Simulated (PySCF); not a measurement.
**SiH4O2: runs on many settings**

Which settings matter for SiH4O2 (`O[SiH2]O`)?

Programs: PySCF 2.14.0, with density-fitted response routines of our own. Each step states its level of theory. These are calculated values for one molecule, in the gas phase or a continuum, unless marked as measured. Atoms are numbered from 0 throughout.

### Step 1. Starting geometry

7 atoms, charge 0, multiplicity 1; geometry from: GFN2-xTB.

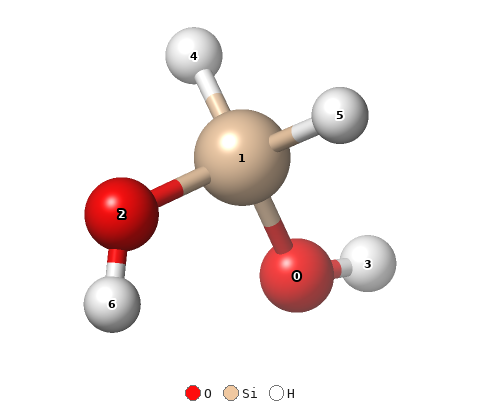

The starting geometry (oxygen red, silicon light orange, hydrogen white), atoms numbered.

### Step 2. Shielding tensors: PBE0/pcSseg-1

What the job is given:

```
{"job": {"kind": "nmr", "xc": "PBE0", "basis": "pcSseg-1"}, "charge": 0, "multiplicity": 1}
O      1.060367    -0.734091    -0.159474
Si    -0.069364     0.426837     0.053682
O     -1.492316    -0.314320    -0.149567
H      1.985707    -0.522317    -0.102709
H      0.019218     1.451273    -0.977700
H      0.034231     0.963116     1.409177
H     -1.534510    -1.265594    -0.100487
```

Method: GIAO PBE0/pcSseg-1 NMR shielding, non-relativistic, gas phase.

Started as:

```
$ OMP_NUM_THREADS=1 python probes_run.py task.json out
```

One launch serves the whole session: the jobs run in the order shown.

Standard output:

```text
coarse grid: 6280 points
cycle   1  E = -441.9202624319  dE =  3.349e-01  |g| = 9.466e-01  |ddm| = 2.296e+00
cycle   2  E = -441.7356018947  dE =  1.847e-01  |g| = 1.380e+00  |ddm| = 1.598e+00
cycle   3  E = -442.0738557642  dE = -3.383e-01  |g| = 4.959e-02  |ddm| = 1.079e+00
cycle   4  E = -442.0743662512  dE = -5.105e-04  |g| = 1.108e-02  |ddm| = 4.958e-02
cycle   5  E = -442.0743843171  dE = -1.807e-05  |g| = 6.590e-03  |ddm| = 1.228e-02
cycle   6  E = -442.0743914399  dE = -7.123e-06  |g| = 1.128e-03  |ddm| = 4.341e-03
final grid: 55832 points
cycle   7  E = -442.1108501397  dE = -1.002e-05  |g| = 6.797e-03  |ddm| = 1.059e-02
cycle   8  E = -442.1108420144  dE =  8.125e-06  |g| = 9.700e-03  |ddm| = 9.766e-03
cycle   9  E = -442.1108575606  dE = -1.555e-05  |g| = 1.830e-04  |ddm| = 5.891e-03
cycle  10  E = -442.1108575633  dE = -2.669e-09  |g| = 1.310e-04  |ddm| = 1.611e-04
cycle  11  E = -442.1108575661  dE = -2.787e-09  |g| = 2.086e-05  |ddm| = 8.663e-05
cycle  12  E = -442.1108575662  dE = -7.310e-11  |g| = 1.373e-06  |ddm| = 1.461e-05
converged SCF energy = -442.1108575662

GIAO shielding tensors (ppm)
atom      isotropic    diamagn.    paramagn.     s11        s22        s33       span
  0 O      302.494     389.595     -87.101    263.551    288.969    354.962     91.411
  1 Si     376.872     878.392    -501.520    355.081    372.776    402.760     47.679
  2 O      308.750     388.373     -79.623    258.077    308.575    359.598    101.521
  3 H       30.732      31.349      -0.617     22.874     24.592     44.730     21.856
  4 H       26.632      29.251      -2.618     23.447     24.311     32.139      8.693
  5 H       26.478      29.310      -2.832     23.234     24.249     31.951      8.718
  6 H       30.189      31.290      -1.101     21.957     25.704     42.906     20.948
```

Run time: 4.8 s. Hardware: 1 thread of Intel Xeon Platinum 8488C, shared host; peak memory 0.35 GiB.

The references, computed at this level on geometries of the same kind, shield at (ppm): 1H TMS 31.72, 29Si TMS 349.2, 17O H2O 336.1. Their shielding less the atom's gives the shift. The references are single molecules in the gas phase, so shifts against H2O, NH3, PH3, H3PO4 or CFCl3 are not on the usual liquid scales and can be off by tens of ppm. Atoms listed in one row are averaged.

```csv
atoms,environment,σ (ppm),δ (ppm)
"H4, H5",hydrogen on a silicon bonded to 2 O,26.56,5.16
"H3, H6",hydrogen on an oxygen bonded to Si,30.46,1.26
"O0, O2","oxygen bonded to Si, H",305.6,30.5
Si1,"silicon bonded to 2 O, 2 H",376.9,-27.7
```

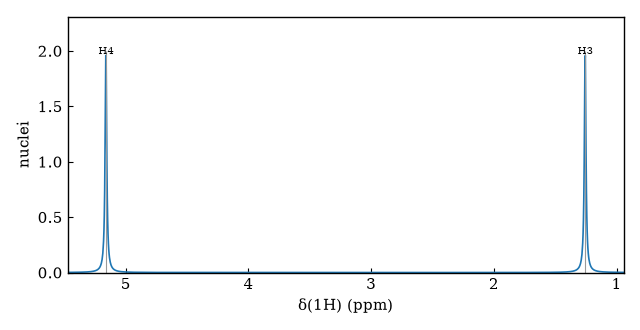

1H lines at the computed shifts, without couplings. Lines are broadened to a width of 0.02 ppm (Lorentzian).

Charges from the same density, by scheme (e):

| atoms | Mulliken | IAO | Hirshfeld | ESP fit |
| --- | --- | --- | --- | --- |
| O0, O2 | -0.57 | -0.80 | -0.32 | -0.73 |
| Si1 | 0.97 | 1.25 | 0.46 | 0.93 |

ESP fit charges:

| atom | value (e) |
| --- | --- |
| O0 | -0.73 |
| Si1 | 0.93 |
| O2 | -0.72 |
| H3 | 0.43 |
| H4 | -0.17 |
| H5 | -0.19 |
| H6 | 0.46 |

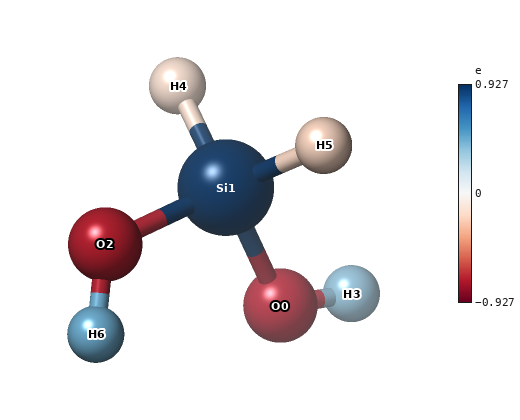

ESP fit charges, as colours on the atoms.

Mayer bond orders: O0–Si1 1.00, Si1–O2 1.05.

The fields below are evaluated on a grid from the run's orbitals.

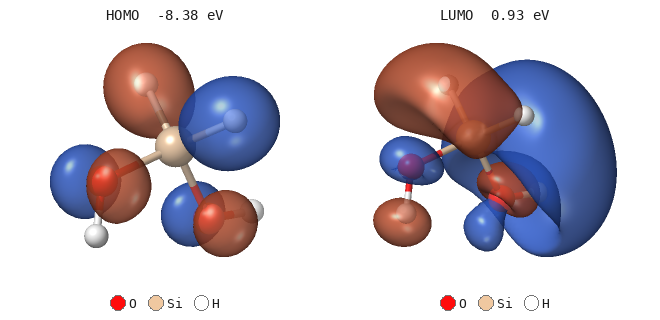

PBE0/pcSseg-1 orbitals near the gap, drawn at the value that encloses 70 % of each; the two colours are the two signs.

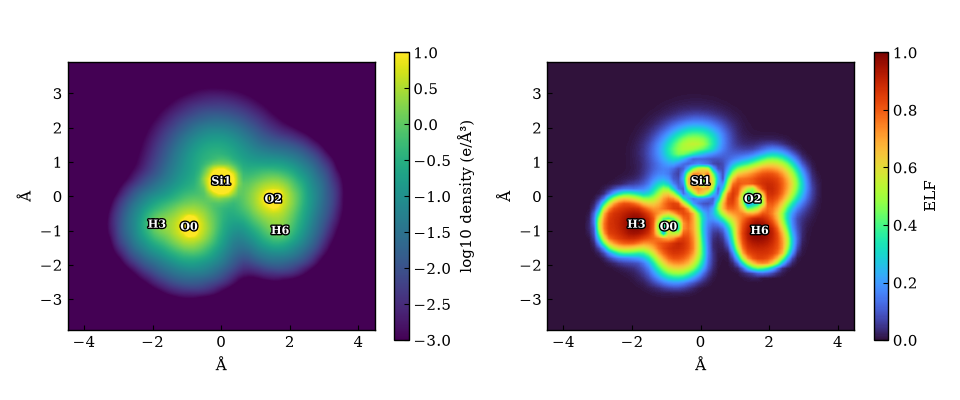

Density (left) and ELF (right) in a plane through or near 5 of the atoms.

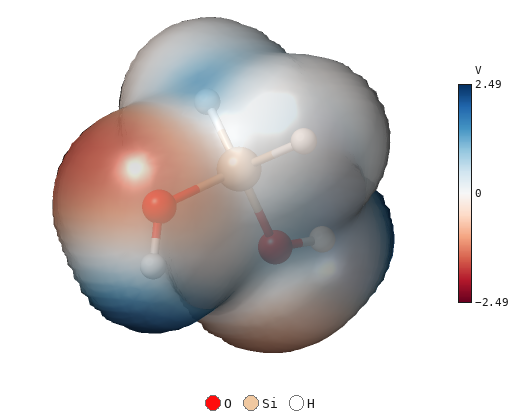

The potential that a unit positive charge feels on the 0.002 e/bohr³ surface, from -1.46 V near O2 to 2.49 V near H3.

### Step 3. TDDFT and polarisability: PBE0/def2-SVPD

Settings changed since step 2:

```diff
@@ -1,2 +1,2 @@
-{"job": {"kind": "nmr", "xc": "PBE0", "basis": "pcSseg-1"}, "charge": 0, "multiplicity": 1}
+{"job": {"kind": "uv", "xc": "PBE0", "basis": "def2-SVPD", "nstates": 6, "ntriplets": 2}, "charge": 0, "multiplicity": 1}
 O      1.060367    -0.734091    -0.159474
```

Level: TDDFT PBE0/def2-SVPD, vertical, gas phase, core orbitals frozen in the response.

Standard output:

```text
coarse grid: 6280 points
cycle   1  E = -441.7328235530  dE =  3.116e-01  |g| = 8.852e-01  |ddm| = 2.853e+00
cycle   2  E = -441.5067830996  dE =  2.260e-01  |g| = 1.391e+00  |ddm| = 1.829e+00
cycle   3  E = -441.8785007839  dE = -3.717e-01  |g| = 4.973e-02  |ddm| = 1.095e+00
cycle   4  E = -441.8790156414  dE = -5.149e-04  |g| = 1.836e-02  |ddm| = 8.476e-02
cycle   5  E = -441.8790636350  dE = -4.799e-05  |g| = 1.010e-02  |ddm| = 2.158e-02
cycle   6  E = -441.8790824151  dE = -1.878e-05  |g| = 5.672e-04  |ddm| = 7.317e-03
cycle   7  E = -441.8790824892  dE = -7.408e-08  |g| = 1.202e-04  |ddm| = 1.086e-03
final grid: 55832 points
cycle   8  E = -441.9452812328  dE = -1.099e-05  |g| = 5.703e-03  |ddm| = 2.276e-02
cycle   9  E = -441.9452737746  dE =  7.458e-06  |g| = 8.560e-03  |ddm| = 1.088e-02
cycle  10  E = -441.9452872371  dE = -1.346e-05  |g| = 1.331e-04  |ddm| = 6.493e-03
cycle  11  E = -441.9452872397  dE = -2.586e-09  |g| = 9.593e-05  |ddm| = 2.495e-04
cycle  12  E = -441.9452872413  dE = -1.597e-09  |g| = 3.289e-05  |ddm| = 1.016e-04
cycle  13  E = -441.9452872415  dE = -2.092e-10  |g| = 4.212e-06  |ddm| = 3.011e-05
converged SCF energy = -441.9452872415

Static polarisability (au): isotropic 34.189, principal 33.007 34.272 35.287

Singlet excitations
state   eV       nm        f      main configurations
  1   7.2298    171.5   0.00037   H->L 0.87, H->L+1 0.09
  2   7.5056    165.2   0.00064   H->L+1 0.88, H->L 0.09
  3   8.3995    147.6   0.01503   H-1->L 0.90
  4   8.5235    145.5   0.00899   H->L+2 0.91
  5   8.5982    144.2   0.03621   H-1->L+1 0.90
  6   8.8676    139.8   0.13697   H->L+3 0.89

Triplet excitations (Tamm-Dancoff, eV): 6.8705 7.2113
```

Run time: 4.9 s. Hardware: 1 thread of Intel Xeon Platinum 8488C, shared host; peak memory 0.44 GiB.

Frontier orbitals and where they lie:

```csv
orbital,eV,atoms
HOMO−3,-10.59,"O2 60 %, O0 19 %, Si1 11 %"
HOMO−2,-10.17,"O0 48 %, O2 20 %, Si1 14 %"
HOMO−1,-9.64,"O2 43 %, O0 43 %, Si1 7 %"
HOMO,-8.46,"Si1 25 %, O2 22 %, H5 18 %"
LUMO,0.19,"O0 33 %, Si1 30 %, H3 17 %"
LUMO+1,0.45,"Si1 30 %, O2 27 %, H6 15 %"
LUMO+2,1.39,"Si1 47 %, H5 16 %, H4 15 %"
```

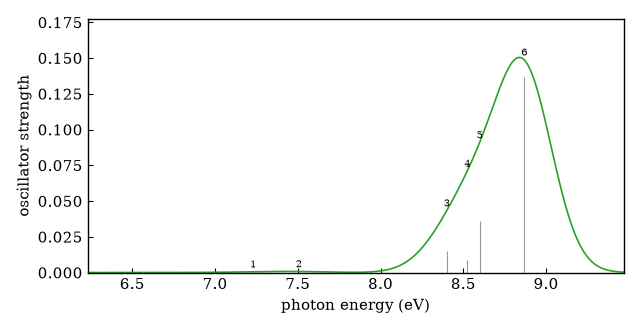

Absorption spectrum from the 6 singlet states computed; above the last one it falls off for lack of states. Lines are broadened to a width of 0.40 eV (Gaussian).

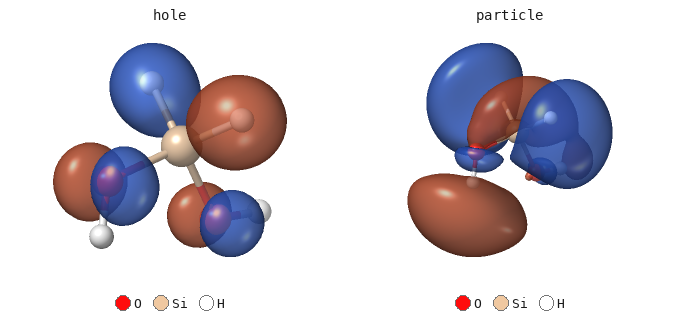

Leading natural transition orbitals of singlet state 6: the electron leaves the hole (left) for the particle orbital (right).

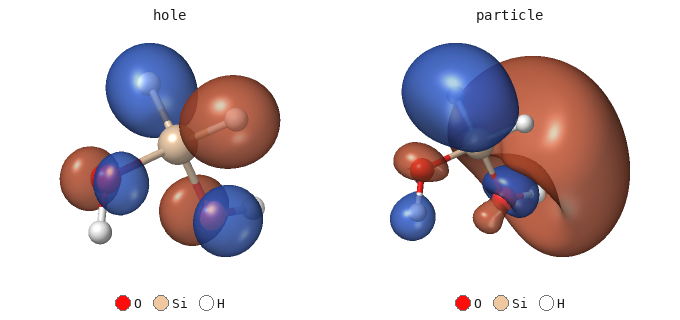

Leading natural transition orbitals of singlet state 1: the electron leaves the hole (left) for the particle orbital (right).

Further results of this job:

```
           property  computed
  dipole moment (D)      1.67
polarisability (Å³)      5.07
 HOMO–LUMO gap (eV)      8.65
      −ε(HOMO) (eV)      8.46
```

(Part 1 of 2 ends here.)
